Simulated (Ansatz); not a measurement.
# CeBeSn3: relaxing a made-up structure, part 2 of 2

Starting from a made-up structure for CeBeSn3, the aim is the relaxed cell, its shortest contacts and, where a second run follows, its electronic structure.

Ansatz 0.2.0; DFT, PBE, plane-wave PAW, default files, scalar-relativistic, ferromagnetic start, cell and ions relaxed at zero pressure (the session's first sound run).

So far: Set-up; Relaxation of the guess. The relaxed cell has a = 4.790, c = 10.617 Å (conventional setting).

In doubt: a part-filled 4f shell, where there is one, can sit in one of many states, so energies may not be the lowest and differences between runs may mislead; derivatives with an open 4f shell can jump between states, which bears on forces and vibrations.

### Step 3. Bands of the relaxed cell

With the geometry fixed, one more self-consistent run, with a narrower smearing and the mesh shown in its input, gives the bands, and its pressure, and its forces where symmetry allows any, show how far the geometry depends on these settings.

This step: DFT, PBE, plane-wave PAW, default files, scalar-relativistic, ferromagnetic start, bands and density of states at the relaxed cell (Ansatz 0.2.0).

input.yaml reads:

```yaml
crystal:
  lattice:
    - [-2.3949150023, 2.3949150023, 5.3083374464]
    - [2.3949150023, -2.3949150023, 5.3083374464]
    - [2.3949150023, 2.3949150023, -5.3083374464]
  atoms:
    - { symbol: Ce, position: [0.3237305155, 0.3237305155, 0.0], spin: 0.9 }
    - { symbol: Sn, position: [0.0902017444, 0.5902017444, 0.5] }
    - { symbol: Sn, position: [0.5902017444, 0.0902017444, 0.5] }
    - { symbol: Sn, position: [0.7877872405, 0.7877872405, 0.0] }
    - { symbol: Be, position: [0.0187787553, 0.0187787553, 0.0] }
magnetization:
  spin_polarized: true
kpoints:
  mp_grid: { grid: [10, 10, 10] }
  band_path:
    path:
      - [[0.0, 0.0, 0.0], [0.0, 0.0, 0.5], [-0.10177314, 0.10177314, 0.5], [-0.30088657, 0.30088657, 0.30088657], [0.0, 0.0, 0.0], [0.5, 0.5, -0.5], [0.30088657, 0.69911343, -0.30088657], [0.0, 0.5, 0.0], [0.25, 0.25, 0.25], [0.5, 0.5, -0.10177314], [0.5, 0.5, -0.5]]
      - [[0.0, 0.0, 0.5], [0.25, 0.25, 0.25]]
    npoints: 7
scf:
  occupations: { method: fermi_dirac, width: 0.03 }
  n_extra_bands: 10
hamiltonian:
  xc: pbe
  pseudopotentials: { kind: paw }
output:
  forces: true
  stress: true
  write_bands: true
  dos: { projected: true }
  write_density: true
  write_potential: true
  elf: true
  volumetric_format: npy
```

Launch:

```
ansatz run input.yaml --threads 4 --pin off --max-ram 10240MiB --backend cpu --events-out ev --progress --plain --runs-dir out
```

Numbers of over 12 decimals in the logs are rounded to 6 here.

What it wrote:

```text
Warning: where an SCF of this run starts from atoms to list the orders of its open shells, Ce (site 0, from 0) starts with 0.97 μB on its 4f shell, in the place of the 0.90 μB that the deck gives it: an open f shell starts with all that it can hold by Hund's first rule. To start from spheres of the given moment, type scf.initial_density.shell_occupations: []
Ce: projections on atomic orbitals take those of the free atom [Kr 4d10] 4f1 5s2 5p6 5d1 6s2, of charge +0.00 (hamiltonian.pseudopotentials.projection_atoms); the dataset's partial waves leave at most 1.4e-5 of an orbital's norm unspanned inside its sphere
[...]
Crystal: 5 atoms, lattice volume = 121.786 Å³
Basis set: ecut = 420 eV, 2397 PW (Γ), exchange–correlation on 90×90×90 points (8 copies of the dense FFT grid, shifted against one another)
Bands: 38, of which v1, the nominal top of the filled ones, is band 28 counted from 1 (27 counted from 0)
Symmetry: 8 space group operations
[...]
k-points: 102 of 1000 (time reversal used)
[...]
Starting moments: Σ|m| = 0.9 μB on 1 of 5 sites
[...]
SCF iter   1: F=—  HF=-24742.718651 eV  |F-HF|=—  |Δ(HF+E_count)|=         —  Δρ=4.95e-2 (↑4.35e-2 ↓4.95e-2)  dr2=6.02e0  dr2_m=2.63e-1  M=0.476 μB ∫|m|=0.504 μB  β_m=0.30  ethr=3.10e-3  ⟨swp⟩=6.4  Hψ=33653  notcnv=0
[...]
SCF iter  12: F=-24741.556183 eV  HF=-24741.556183 eV  |F-HF|=2.89e-9  |Δ(HF+E_count)|=  3.57e-10  Δρ=1.49e-6 (↑1.49e-6 ↓3.86e-7)  dr2=3.25e-9  dr2_m=7.43e-10  M=1.029 μB ∫|m|=1.080 μB  ethr=1.41e-11  ⟨swp⟩=7.9  Hψ=49389  notcnv=0
SCF 1 converged in 12 iterations: F = -24741.556183 eV  dr2 = 3.25e-9
[...]
NSCF: frozen V_eff on 79 k-points
SCF converged after 12 iterations
Magnetization: 1.0289 μB (28.5145 up, 27.4855 down)
Absolute magnetization: 1.0806 μB (∫|ρ↑−ρ↓|, with the PAW one-centre terms)
[...]
Per-site moments (μB) at R_I (Å): [(0.911707, 1.335499), (0.000253699, 1.036237), (0.000253699, 1.036237), (0.00409682, 1.011599), (-0.00623162, 1.011599)]
Free energy (F): -24741.556183 eV
[...]
Internal energy: -24741.535391 eV  (E = F + TS)
E sigma→0 (E₀):  -24741.545787 eV
Entropy (-TS):   -0.020792 eV (-4.158 meV/atom)
Fermi energy:    11.450205 eV
[...]
--- Forces (eV/Å), atoms counted from 1 ---
  atom   1  Ce    -0.00000000    -0.00000000     0.00781780
  atom   2  Sn    -0.00000000    -0.00000000     0.00165233
  atom   3  Sn     0.00000000     0.00000000     0.00165233
  atom   4  Sn    -0.00000000     0.00000000     0.00292065
  atom   5  Be    -0.00000000     0.00000000    -0.01405707
  max |Σ_I F_I| component: 1.40e-5 eV/Å
--- Stress (GPa, compression-positive) ---
       -0.047087       0.000000       0.000000
        0.000000      -0.047087       0.000000
        0.000000       0.000000       0.073920
  P = ⅓ Tr σ = -0.0068 GPa (-0.068 kbar)
--- Band table (eV; the first three rows and the last of 204) ---
  k-point 0 ↑: bands = [... 24 lower, 7.8966, 9.8477, 10.5735, 10.5735, 11.6235, 11.6235, 11.7222, 11.7427, ... 6 higher]
  k-point 1 ↑: bands = [... 24 lower, 8.8258, 9.5126, 9.9219, 10.9747, 11.5644, 11.6455, 11.7343, 11.7781, ... 6 higher]
  k-point 2 ↑: bands = [... 24 lower, 9.0029, 9.0395, 10.5017, 11.3056, 11.4342, 11.6824, 11.6925, 11.8139, ... 6 higher]
  k-point 101 ↓: bands = [... 24 lower, 10.0889, 11.1997, 11.6460, 11.7764, 11.7764, 12.2020, 12.3352, 12.3352, ... 6 higher]
```

Wall time 32 s (4 threads of Intel Xeon Platinum 8488C (Sapphire Rapids), shared host); peak memory 1 GiB; 2.1 min of CPU time.

Numbers from this step:

```yaml
free_energy: -24741.5562 eV
energy_at_zero_smearing: -24741.5458 eV
smearing_term_ts: 0.02079 eV
fermi_energy: 11.45 eV
magnetization: 1.029 μB
absolute_magnetization: 1.081 μB
site_moments: 0.9117, 2.54e-4, 2.54e-4, 0.004097, -0.006232 μB
pressure: -0.006751 GPa
```

bands.tsv at the labelled points (eV, zero at the Fermi level; the bands that come nearest the Fermi level along the path):

| point | band_27_up | band_28_up | band_29_up | band_30_up | band_26_dn | band_27_dn | band_28_dn | band_29_dn |
| --- | --- | --- | --- | --- | --- | --- | --- | --- |
| Γ | -0.88 | 0.17 | 0.17 | 0.27 | -0.72 | -0.72 | 0.46 | 0.77 |
| X | -0.02 | 0.02 | 0.18 | 0.23 | 0.12 | 0.16 | 0.70 | 0.74 |
| Y | -0.05 | 0.02 | 0.18 | 0.22 | 0.08 | 0.15 | 0.70 | 0.70 |
| S | -0.36 | -0.05 | 0.12 | 0.15 | -1.28 | -0.30 | 0.44 | 0.60 |
| Γ | -0.88 | 0.17 | 0.17 | 0.27 | -0.72 | -0.72 | 0.46 | 0.77 |
| Z | -0.24 | -0.20 | 0.39 | 0.39 | 0.20 | 0.33 | 0.33 | 0.75 |
| S1 | -0.36 | -0.05 | 0.12 | 0.15 | -1.28 | -0.30 | 0.44 | 0.60 |
| N | -0.73 | -0.20 | 0.00 | 0.18 | -0.99 | -0.60 | 0.07 | 0.20 |
| P | -0.07 | -0.07 | 0.18 | 0.27 | -0.54 | 0.63 | 0.63 | 0.77 |
| Y1 | -0.05 | 0.02 | 0.18 | 0.22 | 0.08 | 0.15 | 0.70 | 0.70 |
| Z | -0.24 | -0.20 | 0.39 | 0.39 | 0.20 | 0.33 | 0.33 | 0.75 |
| X | -0.02 | 0.02 | 0.18 | 0.23 | 0.12 | 0.16 | 0.70 | 0.74 |
| P | -0.07 | -0.07 | 0.18 | 0.27 | -0.54 | 0.63 | 0.63 | 0.77 |

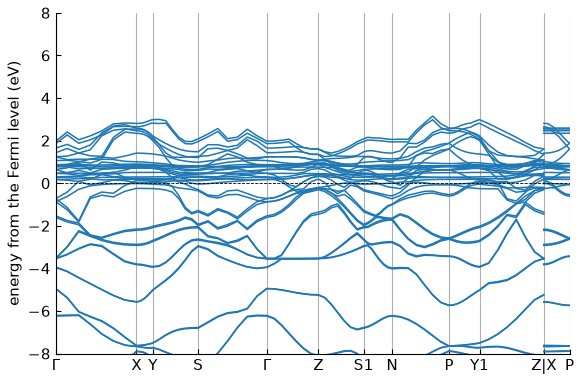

Bands along the path. 38 bands lie wholly below the window drawn.

Counts of states for the cell as run, both spins, by energy window (eV from the Fermi level):

```csv
from,to,total
-8,-7,1.67
-7,-6,1.71
-6,-5,0.42
-5,-4,0.86
-4,-3,2.40
-3,-2,2.91
-2,-1,2.07
-1,0,3.59
0,1,13.45
```

Below -8 eV lie 40.4 more states.

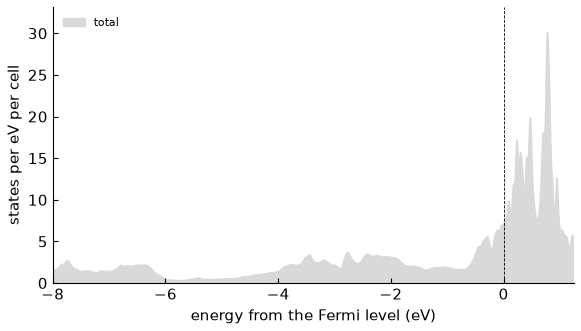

Total density of states, smoothed over about 0.04 eV.

Site moment by atom:

```csv
atom,site moment (μB)
Ce1,0.912
Sn2,0.000
Sn3,0.000
Sn4,0.004
Be5,-0.006
```

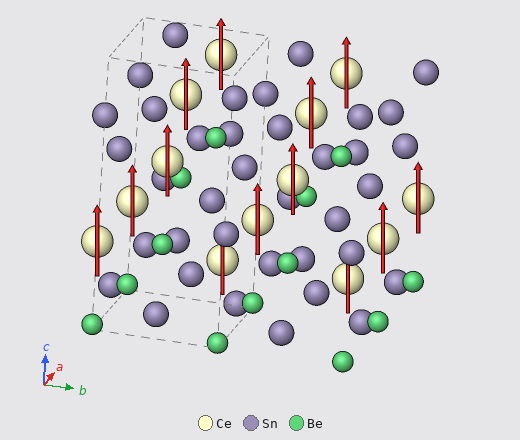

Site moment as arrows, the longest 0.912 μB. Up and down stand for the sign. Arrows give size and sign along the axis of quantisation, drawn up and down the page. 2×2×1 conventional cells are drawn. Some periodic images of atoms are drawn too.

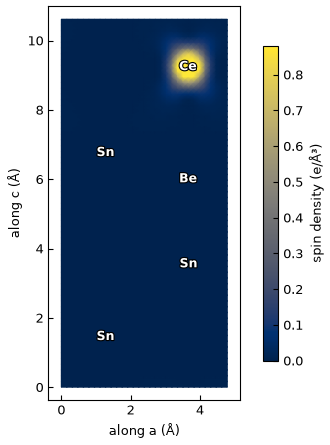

Spin density in the ac plane of the conventional cell at fractional y = 0.000, with atoms of Ce and Sn and Be within 0.2 Å of it. The map starts off the cell's origin, so that atoms lie inside it.

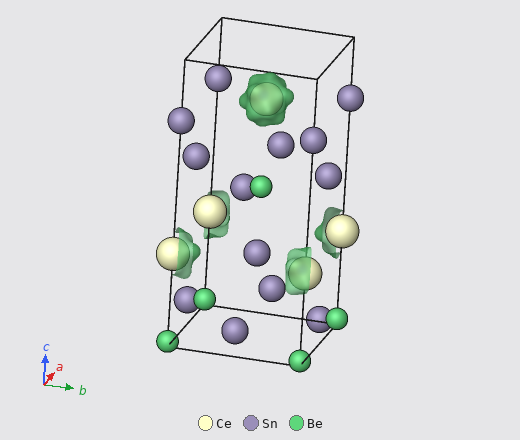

Surface of spin density = 0.064 e/Å³, which holds about 70 % of the integral of its size.

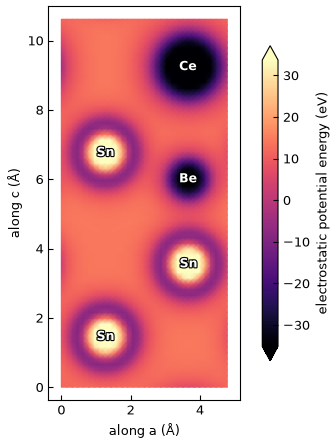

Electrostatic potential energy in the ac plane of the conventional cell at fractional y = 0.000, with atoms of Ce and Sn and Be within 0.2 Å of it. With pseudopotentials it is smooth inside the atoms' cores, unlike the true potential. The map starts off the cell's origin, so that atoms lie inside it.

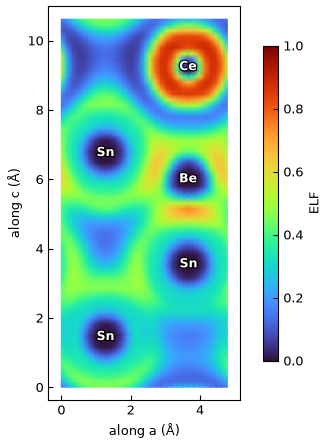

ELF in the ac plane of the conventional cell at fractional y = 0.000, with atoms of Ce and Sn and Be within 0.2 Å of it. It is the smooth field of the valence electrons, not physical close to the nuclei. The map starts off the cell's origin, so that atoms lie inside it.

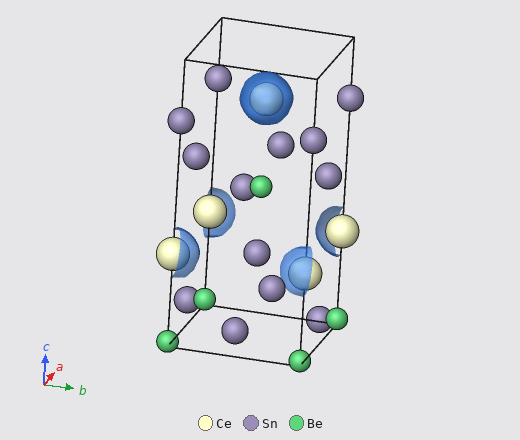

Surface of ELF = 0.81.

### Step 4. Summary of results

```json
{
 "space group, relaxed": "I4mm",
 "conventional cell": "a = 4.790, b = 4.790, c = 10.617 Å; α = 90.0°, β = 90.0°, γ = 90.0°",
 "volume per atom": "24.36 Å³ (guess 23.06)",
 "total moment": "1.00 μB in the cell of 5 atoms"
}
```

**Reading.** CeBeSn3 relaxes to I4mm with a = 4.790, b = 4.790 and c = 10.617 Å. The guessed volume was 5 % too small. The space group I4mm was held in the relaxation, so the end point is a stationary structure within it and may be a saddle against distortions or other arrangements. The input starts from parallel moments, and no other start was typed. The f shell may be open and has no Hubbard U, so its place in energy and the volume are uncertain. The electronic state may lie above the lowest one. Bands cross the Fermi level, so it is a metal or semimetal at this level. On the 10×10×10 mesh with the narrower smearing (relaxed on 8×8×8) the largest force component is 0.014 eV/Å and the largest stress component is 0.074 GPa, against the relaxation's thresholds of 0.015 eV/Å and 0.05 GPa. The cutoff wasn't tested. Spin-orbit coupling is left out, which can matter for elements this heavy. No dispersion term is used, so weakly bound directions may come out too long. Nothing here tests whether the compound is stable against decomposition.

[Logs are printed without paths, hosts, clocks, repeated set-up lines and the standing remarks that a program may print on its own settings, such as how far it seeks lower states.]

[Hosts, paths, dates, database ids (printed as entryN), source tags and the programs' standing remarks are cut or masked in the printed files.]
